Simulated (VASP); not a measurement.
Band structure of PbSe (space group Fm-3m). All values below come from LDA (Ceperley-Alder, Perdew-Zunger), VASP's LDA PAW potentials (set 64) (plane waves; VASP).

Unless said otherwise, spin-orbit coupling is left out, though it shifts the bands of the heavy elements here.

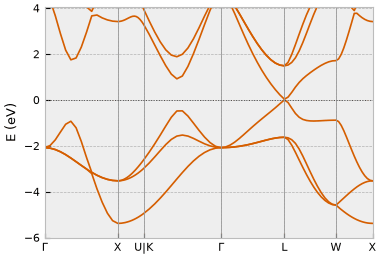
Fig. 1. Bands along high-symmetry lines, zero at the valence-band maximum or, without a gap, the Fermi level

Task: Read the plot: is there a gap, and where are the band edges?

Result: The gap is direct, 0.03 eV, from the valence maximum at L to the conduction minimum at L. (Edges off the drawn lines would not show.)

The structure comes from a computed database's PbSe entry (Fm-3m); how it stands against other phases isn't given here. It was relaxed first, which changed the volume by -7 %.
